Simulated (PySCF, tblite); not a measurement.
**C₅H₁₄O₂Si₂: geometry, infrared bands and NMR shifts**

Wanted: the infrared bands and NMR shifts of C₅H₁₄O₂Si₂ (`CCO[Si@@H]1CC[Si@@H](O)C1`), by calculation.

The runs use tblite 0.8.0 and PySCF 2.14.0, with density-fitted response routines of our own; the level of theory stands in each step. All values are computed, except where a source is named. Atoms are numbered from 0 throughout.

## Step 1: The starting structure

23 atoms, charge 0, multiplicity 1; geometry from: force field or distance geometry start.

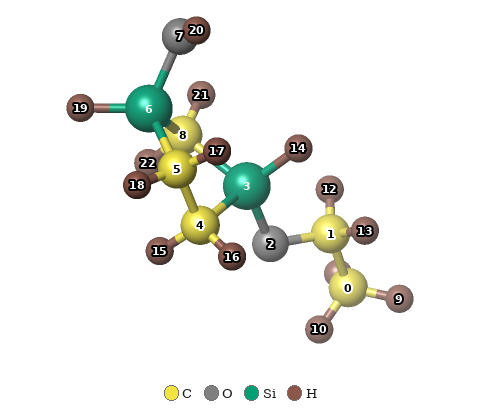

As it starts; carbon yellow, oxygen grey, silicon teal, hydrogen brown, atoms numbered; sticks join atoms by distance.

## Step 2: Geometry optimisation with GFN2-xTB

The job: settings as JSON, then the geometry in Å.

```
{"job": {"kind": "relax", "xc": "GFN2-xTB", "basis": "xTB"}, "charge": 0, "multiplicity": 1}
C      3.974900     0.026400    -0.275400
C      2.557300     0.618800    -0.206700
O      1.635100    -0.404800    -0.016400
Si     0.032500     0.163000     0.069200
C     -0.861500    -0.889000     1.378500
C     -2.296100    -0.370500     1.283500
Si    -2.709300    -0.221800    -0.545000
O     -3.374700     1.306100    -0.912000
C     -1.024400    -0.303400    -1.401500
H      4.701400     0.722600     0.219900
H      3.969600    -0.961000     0.244800
H      4.247300    -0.117000    -1.320700
H      2.335900     1.104200    -1.179200
H      2.492200     1.352000     0.623300
H     -0.071500     1.591100     0.370100
H     -0.819100    -1.962300     1.090500
H     -0.384300    -0.701900     2.352200
H     -2.331800     0.605400     1.779300
H     -2.966200    -1.132700     1.753600
H     -3.577900    -1.320800    -0.942900
H     -3.747400     1.799400    -0.154900
H     -0.966600     0.445600    -2.206300
H     -0.820000    -1.322200    -1.720700
```

Started as:

```sh
$ OMP_NUM_THREADS=1 python probes_run.py task.json out
```

One launch serves the whole session: the jobs run in the order shown.

Output:

```text
step      E/eV     max force
  0    -802.44044    1.987
  1    -802.68906    0.862
  2    -802.77968    0.646
  3    -802.81455    0.533
  4    -802.85318    0.307
  5    -802.86689    0.289
  6    -802.88896    0.234
  7    -802.90121    0.238
  8    -802.91156    0.262
  9    -802.91828    0.205
 10    -802.92412    0.199
 11    -802.92963    0.206
 12    -802.93647    0.217
 13    -802.94407    0.239
 14    -802.95044    0.174
 15    -802.95490    0.135
 16    -802.95861    0.118
 17    -802.96216    0.132
 18    -802.96540    0.122
 19    -802.96786    0.107
 20    -802.96978    0.110
 21    -802.97194    0.125
 22    -802.97508    0.143
 23    -802.97939    0.207
 24    -802.98446    0.232
 25    -802.99006    0.217
 26    -802.99657    0.234
 27    -803.00422    0.217
 28    -803.01259    0.203
 29    -803.02042    0.186
 30    -803.02669    0.156
 31    -803.03120    0.133
 32    -803.03502    0.140
 33    -803.03625    0.274
 34    -803.04215    0.199
 35    -803.04578    0.141
 36    -803.05369    0.137
 37    -803.05694    0.133
 38    -803.06339    0.160
 39    -803.06698    0.104
 40    -803.06970    0.114
 41    -803.07189    0.107
 42    -803.07428    0.108
 43    -803.07626    0.135
 44    -803.07761    0.062
 45    -803.07849    0.066
 46    -803.07909    0.071
 47    -803.08012    0.090
 48    -803.08097    0.071
 49    -803.08182    0.057
 50    -803.08266    0.060
 51    -803.08383    0.079
 52    -803.08533    0.096
 53    -803.08678    0.085
 54    -803.08783    0.058
 55    -803.08862    0.066
 56    -803.08944    0.071
 57    -803.09052    0.088
 58    -803.09172    0.103
 59    -803.09306    0.077
 60    -803.09442    0.078
 61    -803.09552    0.069
 62    -803.09644    0.066
 63    -803.09751    0.068
 64    -803.09849    0.077
 65    -803.09957    0.079
 66    -803.10079    0.077
 67    -803.10232    0.089
 68    -803.10430    0.115
 69    -803.10688    0.125
 70    -803.10954    0.145
 71    -803.11207    0.104
 72    -803.11419    0.087
 73    -803.11657    0.088
 74    -803.11865    0.120
 75    -803.12211    0.118
 76    -803.12478    0.108
 77    -803.12721    0.118
 78    -803.12954    0.152
 79    -803.13187    0.170
 80    -803.13503    0.146
 81    -803.13843    0.128
 82    -803.13989    0.097
 83    -803.14131    0.079
 84    -803.14335    0.102
 85    -803.14511    0.130
 86    -803.14692    0.105
 87    -803.14863    0.102
 88    -803.14983    0.096
 89    -803.15085    0.080
 90    -803.15170    0.068
 91    -803.15333    0.065
 92    -803.15426    0.075
 93    -803.15532    0.075
 94    -803.15611    0.054
 95    -803.15688    0.058
 96    -803.15813    0.084
 97    -803.15925    0.071
 98    -803.16014    0.118
 99    -803.16147    0.074
100    -803.16257    0.060
101    -803.16463    0.067
102    -803.16542    0.085
103    -803.16661    0.108
104    -803.16722    0.042
105    -803.16760    0.040
106    -803.16800    0.048
107    -803.16840    0.051
108    -803.16889    0.044
109    -803.16935    0.047
110    -803.16972    0.041
111    -803.17003    0.040
112    -803.17045    0.039
113    -803.17090    0.038
114    -803.17131    0.036
115    -803.17162    0.040
116    -803.17195    0.039
117    -803.17234    0.040
118    -803.17277    0.041
119    -803.17310    0.034
120    -803.17329    0.063
121    -803.17342    0.024
122    -803.17351    0.019
123    -803.17362    0.017
124    -803.17372    0.027
125    -803.17388    0.036
126    -803.17406    0.039
127    -803.17427    0.032
128    -803.17447    0.034
129    -803.17469    0.035
130    -803.17488    0.038
131    -803.17504    0.038
132    -803.17516    0.027
133    -803.17526    0.023
134    -803.17536    0.020
135    -803.17544    0.015
136    -803.17550    0.015
137    -803.17555    0.013
138    -803.17560    0.014
139    -803.17564    0.011
140    -803.17568    0.010
141    -803.17570    0.010
```

Run time: 2.7 s. Hardware: 1 thread of Arm Neoverse N1, shared host; peak memory 0.18 GiB.

Along the way: (not every step is listed)

| step | energy from step 0 (eV) | largest force (eV/Å) |
| --- | --- | --- |
| 0 | 0.0000 | 1.9866 |
| 1 | -0.2486 | 0.8618 |
| 2 | -0.3392 | 0.6460 |
| 3 | -0.3741 | 0.5329 |
| 4 | -0.4127 | 0.3071 |
| 5 | -0.4265 | 0.2891 |
| 6 | -0.4485 | 0.2339 |
| 7 | -0.4608 | 0.2379 |
| 8 | -0.4711 | 0.2623 |
| 20 | -0.5293 | 0.1098 |
| 32 | -0.5946 | 0.1398 |
| 44 | -0.6372 | 0.0617 |
| 56 | -0.6490 | 0.0713 |
| 68 | -0.6639 | 0.1151 |
| 80 | -0.6946 | 0.1458 |
| 92 | -0.7138 | 0.0755 |
| 104 | -0.7268 | 0.0424 |
| 116 | -0.7315 | 0.0387 |
| 128 | -0.7340 | 0.0343 |
| 136 | -0.7351 | 0.0152 |
| 137 | -0.7351 | 0.0133 |
| 138 | -0.7352 | 0.0138 |
| 139 | -0.7352 | 0.0112 |
| 140 | -0.7352 | 0.0105 |
| 141 | -0.7353 | 0.0095 |

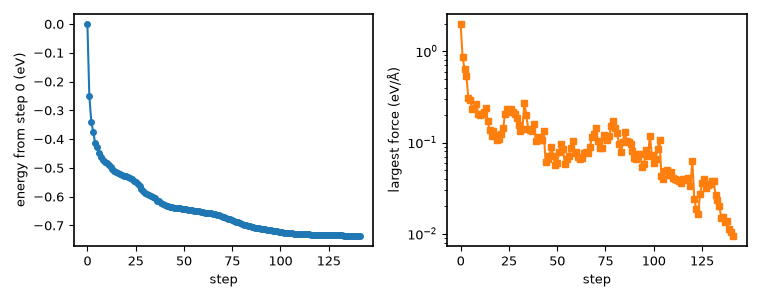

Energy and force, step by step.

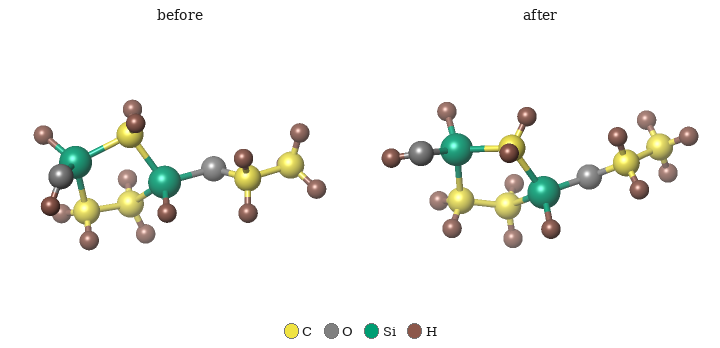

The geometry before (left) and after (right).

Close pairs (by a distance rule), those that changed most:

| bond | before (Å) | after (Å) | change (Å) |
| --- | --- | --- | --- |
| O2–Si3 | 1.702 | 1.624 | -0.078 |
| Si6–O7 | 1.706 | 1.633 | -0.073 |
| C0–H9 | 1.122 | 1.087 | -0.035 |
| Si3–C8 | 1.870 | 1.902 | +0.032 |
| C0–H10 | 1.116 | 1.087 | -0.029 |
| C5–H18 | 1.118 | 1.092 | -0.027 |
| O7–H20 | 0.977 | 0.953 | -0.025 |
| C5–Si6 | 1.880 | 1.902 | +0.022 |

The end geometry stands in the next job.

## Step 3: Vibrational analysis with GFN2-xTB

The job: settings as JSON, then the geometry in Å.

```
{"job": {"kind": "ir", "xc": "GFN2-xTB", "basis": "xTB"}, "charge": 0, "multiplicity": 1}
C      3.833823    -0.457145    -0.376517
C      2.663656     0.513815    -0.403814
O      1.596792    -0.011351     0.332459
Si     0.104781     0.616781     0.466914
C     -0.832733    -0.601367     1.571178
C     -2.319623    -0.473049     1.240144
Si    -2.520445    -0.328280    -0.645869
O     -3.764333     0.629613    -1.095683
C     -0.931231     0.584098    -1.127927
H      4.669307    -0.048835    -0.938663
H      4.142812    -0.632990     0.650364
H      3.538202    -1.406221    -0.815610
H      2.343752     0.694070    -1.437113
H      2.958410     1.477894     0.028945
H      0.159042     1.983794     1.013448
H     -0.502954    -1.618932     1.357599
H     -0.662507    -0.437164     2.634872
H     -2.702835     0.438372     1.705592
H     -2.880181    -1.300694     1.678504
H     -2.666772    -1.650792    -1.269709
H     -4.661294     0.417745    -0.854579
H     -1.157162     1.577783    -1.503792
H     -0.413259     0.059838    -1.927725
```

Output:

```text
mode    cm-1     km/mol
  1      18.8      0.42
  2      35.9      0.48
  3      70.7      2.09
  4      82.3      0.63
  5     142.4      0.94
  6     178.0      1.80
  7     210.1      6.71
  8     218.3      2.00
  9     242.6     33.09
 10     257.2     40.46
 11     260.9     76.20
 12     293.3      4.37
 13     348.5      4.74
 14     400.2      0.96
 15     598.8     26.09
 16     623.4     86.93
 17     654.4     16.91
 18     663.8      4.74
 19     692.6    166.66
 20     713.4     65.58
 21     717.9    161.43
 22     741.9     61.23
 23     756.0     47.05
 24     792.5    120.78
 25     809.3    304.24
 26     822.2     54.41
 27     828.1      6.73
 28     835.6    246.87
 29     885.8    206.24
 30     981.2     22.59
 31    1000.6     60.32
 32    1057.0     29.87
 33    1063.5     20.60
 34    1097.4     38.65
 35    1111.2    142.01
 36    1142.8    132.29
 37    1145.4     22.49
 38    1150.4    147.64
 39    1266.4      1.20
 40    1272.2      2.09
 41    1296.0      7.59
 42    1345.9     11.01
 43    1398.1      9.89
 44    1457.2      3.79
 45    1475.5      3.17
 46    1486.6      0.91
 47    1492.6      1.91
 48    1495.1      2.07
 49    1499.6      3.77
 50    2173.7    290.39
 51    2201.3    430.75
 52    2885.1     59.19
 53    2912.4     59.68
 54    2949.7     50.74
 55    2970.4     48.37
 56    2974.6     76.81
 57    2993.1     37.06
 58    3004.8     44.20
 59    3023.8     18.65
 60    3042.6     30.70
 61    3046.9     26.63
 62    3050.7     21.70
 63    3675.3     10.16
```

It took 2.2 s on 1 thread of Arm Neoverse N1, shared host; peak memory 0.18 GiB.

Which atoms move in the most intense modes:

```csv
cm⁻¹,km/mol,atoms
693,166.7,"H19 36 %, Si6 13 %"
718,161.4,"H14 34 %, H19 16 %, C8 13 %"
809,304.2,"Si3 32 %, C8 15 %, O2 14 %"
836,246.9,"Si6 16 %, H18 13 %, H20 13 %, C5 12 %"
886,206.2,"O7 43 %, Si6 39 %"
1150,147.6,"O2 22 %, C1 21 %, H18 13 %, H16 12 %"
2174,290.4,H14 96 %
2201,430.8,H19 96 %
```

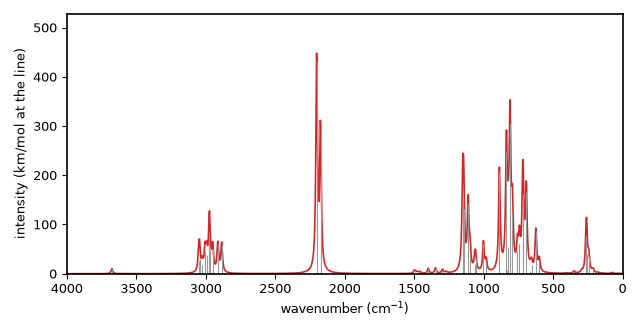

The infrared spectrum from these modes, unscaled. Lines are broadened to a width of 14 cm⁻¹ (Lorentzian).

## Step 4: Shielding tensors: PBE0/pcSseg-1

Settings changed since step 3:

```diff
@@ -1,2 +1,2 @@
-{"job": {"kind": "ir", "xc": "GFN2-xTB", "basis": "xTB"}, "charge": 0, "multiplicity": 1}
+{"job": {"kind": "nmr", "xc": "PBE0", "basis": "pcSseg-1"}, "charge": 0, "multiplicity": 1}
 C      3.833823    -0.457145    -0.376517
```

Method: GIAO PBE0/pcSseg-1 NMR shielding, non-relativistic, gas phase.

Output:

```text
coarse grid: 19536 points
cycle   1  E = -927.5114465578  dE =  1.045e+00  |g| = 1.033e+00  |ddm| = 4.259e+00
cycle   2  E = -927.2863629349  dE =  2.251e-01  |g| = 1.505e+00  |ddm| = 2.311e+00
cycle   3  E = -927.7128101829  dE = -4.264e-01  |g| = 1.488e-01  |ddm| = 1.615e+00
cycle   4  E = -927.7167525001  dE = -3.942e-03  |g| = 5.528e-02  |ddm| = 1.599e-01
cycle   5  E = -927.7174710537  dE = -7.186e-04  |g| = 9.717e-03  |ddm| = 5.663e-02
cycle   6  E = -927.7174872004  dE = -1.615e-05  |g| = 4.364e-03  |ddm| = 1.182e-02
cycle   7  E = -927.7174906629  dE = -3.463e-06  |g| = 7.895e-04  |ddm| = 3.950e-03
final grid: 177520 points
cycle   8  E = -927.7904366917  dE = -3.386e-05  |g| = 1.285e-02  |ddm| = 2.665e-02
cycle   9  E = -927.7904004680  dE =  3.622e-05  |g| = 1.874e-02  |ddm| = 2.374e-02
cycle  10  E = -927.7904705975  dE = -7.013e-05  |g| = 1.519e-03  |ddm| = 1.505e-02
cycle  11  E = -927.7904710734  dE = -4.759e-07  |g| = 2.258e-04  |ddm| = 1.528e-03
cycle  12  E = -927.7904710834  dE = -9.956e-09  |g| = 7.679e-05  |ddm| = 2.663e-04
cycle  13  E = -927.7904710843  dE = -9.136e-10  |g| = 3.370e-05  |ddm| = 7.942e-05
cycle  14  E = -927.7904710845  dE = -2.053e-10  |g| = 5.123e-06  |ddm| = 2.973e-05
converged SCF energy = -927.7904710845

GIAO shielding tensors (ppm)
atom      isotropic    diamagn.    paramagn.     s11        s22        s33       span
  0 C      166.313     245.820     -79.507    148.565    164.272    186.103     37.538
  1 C      124.168     242.984    -118.816     94.770    109.926    167.807     73.037
  2 O      285.231     402.350    -117.120    255.661    290.265    309.766     54.105
  3 Si     341.663     883.652    -541.988    282.587    347.232    395.171    112.583
  4 C      175.175     257.358     -82.184    158.324    179.692    187.508     29.184
  5 C      174.025     255.532     -81.508    160.248    178.597    183.228     22.980
  6 Si     336.395     878.705    -542.310    280.439    355.124    373.621     93.182
  7 O      301.431     381.459     -80.027    282.183    297.647    324.463     42.280
  8 C      192.014     264.058     -72.044    182.575    191.160    202.307     19.733
  9 H       30.750      26.019       4.731     26.719     27.617     37.913     11.194
 10 H       30.216      28.420       1.796     26.438     28.563     35.647      9.209
 11 H       30.280      29.904       0.375     26.355     29.224     35.261      8.906
 12 H       27.872      31.582      -3.711     22.086     29.227     32.302     10.216
 13 H       27.814      29.577      -1.763     22.623     27.769     33.049     10.426
 14 H       26.446      31.909      -5.464     23.110     24.779     31.448      8.338
 15 H       31.131      35.299      -4.168     26.398     29.759     37.236     10.838
 16 H       30.420      32.990      -2.570     24.883     28.854     37.522     12.640
 17 H       31.420      31.603      -0.183     26.898     29.395     37.967     11.068
 18 H       30.624      29.849       0.775     25.470     28.599     37.805     12.335
 19 H       26.310      29.702      -3.392     23.030     24.349     31.553      8.524
 20 H       30.691      28.083       2.608     22.210     24.986     44.878     22.667
 21 H       31.825      32.572      -0.747     26.544     29.158     39.773     13.229
 22 H       31.766      34.651      -2.886     26.537     29.581     39.179     12.642
```

Wall time 2.1 min (1 thread of Arm Neoverse N1, shared host); peak memory 1.1 GiB.

Shifts follow as δ = σ(reference) − σ, with reference shieldings (ppm) from runs at the same level and on the same kind of geometry: 1H TMS 31.72, 13C TMS 186.9, 29Si TMS 349.2, 17O H2O 336.1. The references are single molecules in the gas phase, so shifts against H2O, NH3, PH3, H3PO4 or CFCl3 are not on the usual liquid scales and can be off by tens of ppm. Atoms listed in one row are averaged.

```csv
atoms,environment,σ (ppm),δ (ppm),δ scaled to CDCl3
C1,sp3 CH2 bonded to O,124.2,62.8,59.3
C0,methyl carbon,166.3,20.6,18.2
C5,sp3 CH2 bonded to Si,174.0,12.9,10.7
C4,sp3 CH2 bonded to Si,175.2,11.8,9.6
C8,sp3 CH2 bonded to 2 Si,192.0,-5.1,-6.9
H19,"hydrogen on a silicon bonded to 2 C, O, in a 5-membered ring",26.31,5.41,–
H14,"hydrogen on a silicon bonded to 2 C, O, in a 5-membered ring",26.45,5.27,–
H13,hydrogen on an sp3 CH2 bonded to O,27.81,3.90,3.79
H12,hydrogen on an sp3 CH2 bonded to O,27.87,3.85,3.73
"H9, H10, H11",hydrogen on a methyl carbon,30.42,1.30,1.33
H16,hydrogen on an sp3 CH2 bonded to Si,30.42,1.30,1.33
H18,hydrogen on an sp3 CH2 bonded to Si,30.62,1.09,1.14
H20,hydrogen on an oxygen bonded to Si,30.69,1.03,–
H15,hydrogen on an sp3 CH2 bonded to Si,31.13,0.59,0.66
H17,hydrogen on an sp3 CH2 bonded to Si,31.42,0.30,0.39
H22,hydrogen on an sp3 CH2 bonded to 2 Si,31.77,-0.05,0.06
H21,hydrogen on an sp3 CH2 bonded to 2 Si,31.82,-0.11,0.00
O2,"oxygen bonded to C, Si",285.2,50.8,–
O7,"oxygen bonded to Si, H",301.4,34.6,–
Si6,"silicon bonded to 2 C, O, H, in a 5-membered ring",336.4,12.8,–
Si3,"silicon bonded to 2 C, O, H, in a 5-membered ring",341.7,7.5,–
```

The scaled column applies a straight-line fit of computed shieldings to shifts measured in CDCl3 (root-mean-square error 0.16 ppm for H, 1.9 ppm for C).

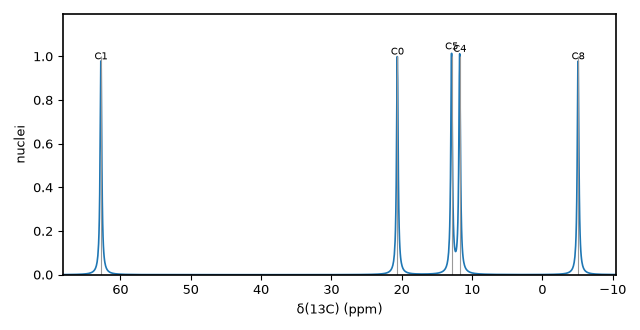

13C lines at the computed shifts, without couplings. Lines are broadened to a width of 0.27 ppm (Lorentzian).

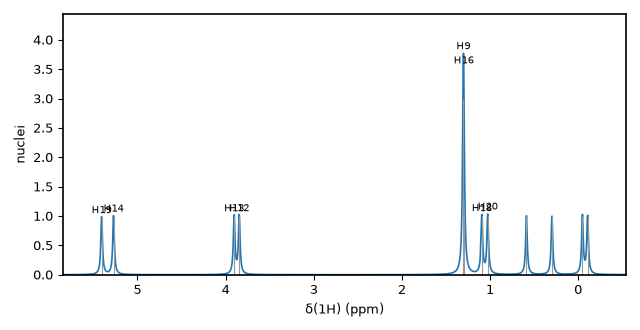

1H lines at the computed shifts, without couplings. Lines are broadened to a width of 0.02 ppm (Lorentzian).

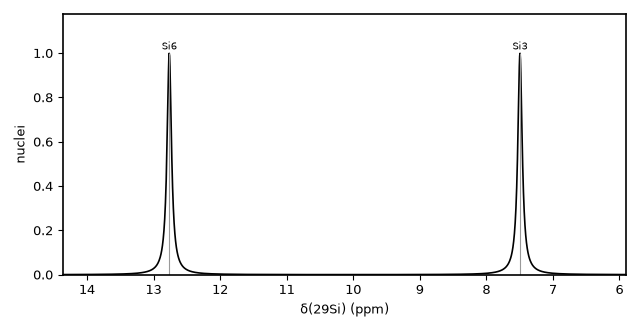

29Si lines at the computed shifts, without couplings. Lines are broadened to a width of 0.08 ppm (Lorentzian).

The run also stored atomic charges by several schemes (e):

```
atoms  Mulliken    IAO  Hirshfeld  ESP fit
   C0     -0.27  -0.42      -0.12    -0.42
   C1      0.02  -0.04       0.01     0.53
   O2     -0.63  -0.64      -0.22    -0.58
  Si3      1.01   1.13       0.41     0.62
   C4     -0.54  -0.55      -0.17    -0.10
   C5     -0.58  -0.57      -0.17    -0.30
  Si6      1.00   1.15       0.42     0.74
   O7     -0.55  -0.79      -0.31    -0.71
   C8     -0.92  -0.89      -0.26    -0.59
```

Mulliken charges:

C0 -0.27; C1 0.02; O2 -0.63; Si3 1.01; C4 -0.54; C5 -0.58; Si6 1.00; O7 -0.55; C8 -0.92; H9 0.11; H10 0.12; H11 0.12; H12 0.10; H13 0.10; H14 -0.11; H15 0.14; H16 0.14; H17 0.14; H18 0.14; H19 -0.12; H20 0.24; H21 0.18; H22 0.17

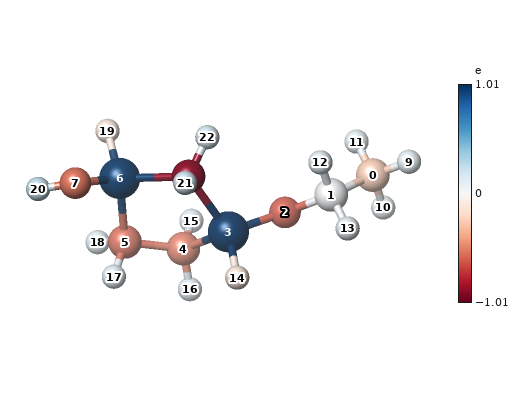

Mulliken charges, as colours on the atoms.

Mayer bond orders: C0–C1 1.07, C1–O2 0.89, O2–Si3 1.00, Si3–C4 0.91, C4–C5 1.02, C5–Si6 0.89, Si6–O7 1.05, Si6–C8 0.89, C8–Si3 0.88.

Ring of atoms Si3, C4, C5, Si6, C8: NICS(0) -3.3, NICS(1) -3.2, NICS(1)zz -0.2 ppm (means of both faces).

Orbitals, density, ELF and potential are computed afterwards from the orbital file.

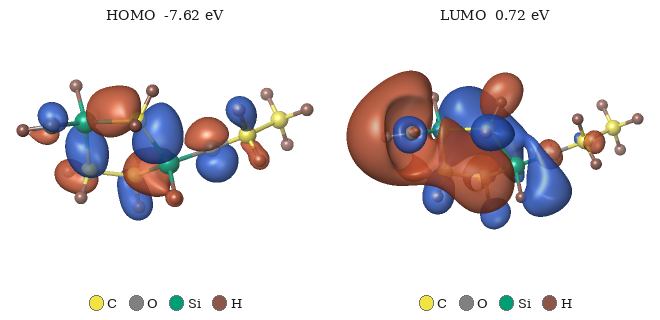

Frontier orbitals at PBE0/pcSseg-1; each surface holds 70 % of the orbital's density, blue and red mark the sign.

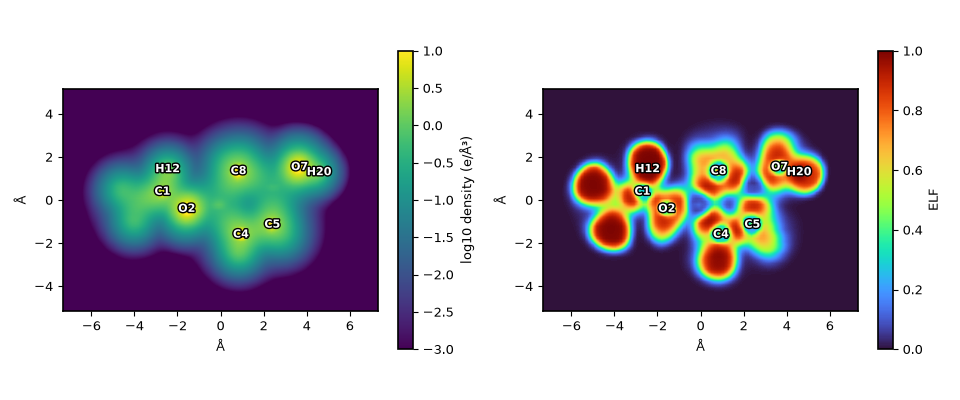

Density (left) and ELF (right) in a plane through or near 8 of the atoms.

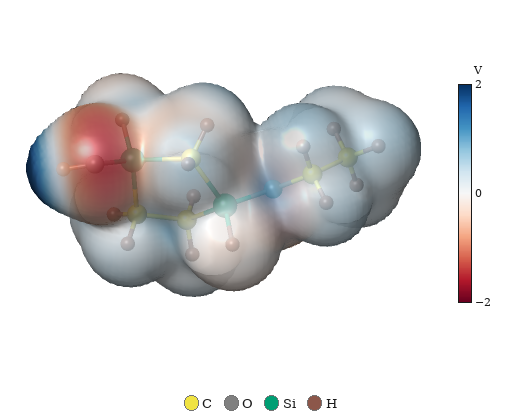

The potential that a unit positive charge feels on the 0.002 e/bohr³ surface, from -1.36 V near O7 to 2.00 V near H20.

## Step 5: What came out

| quantity | value |
| --- | --- |
| strongest single infrared mode (GFN2-xTB) | 2201 cm⁻¹, 431 km/mol |
| zero-point energy (GFN2-xTB) | 114.4 kcal/mol |
| 13C shifts against TMS (PBE0/pcSseg-1) | 62.8, 20.6, 12.9, 11.8, -5.1 ppm |
| 1H shifts against TMS (PBE0/pcSseg-1, means over atoms taken as alike) | 5.41, 5.27, 3.90, 3.85, 1.30, 1.30, 1.09, 1.03, 0.59, 0.30, -0.05, -0.11 ppm |
| 17O shifts against H2O (PBE0/pcSseg-1) | 50.8, 34.6 ppm |
| 29Si shifts against TMS (PBE0/pcSseg-1) | 12.8, 7.5 ppm |
| surface potential, least and greatest | -1.36 V and 2.00 V |

**Reading.** Over 141 steps the energy fell by 0.735 eV; of the close pairs, O2–Si3 changed most, 1.702 to 1.624 Å. No mode is imaginary among the 63: a minimum at this level. The strongest single mode, at 2201 cm⁻¹, moves mainly H19. Unscaled tight-binding wavenumbers are off by several per cent, some by more. Its intensities can rank the bands wrongly. At PBE0/pcSseg-1: The largest span, 113 ppm, is at Si3, where the paramagnetic term is -542 ppm.
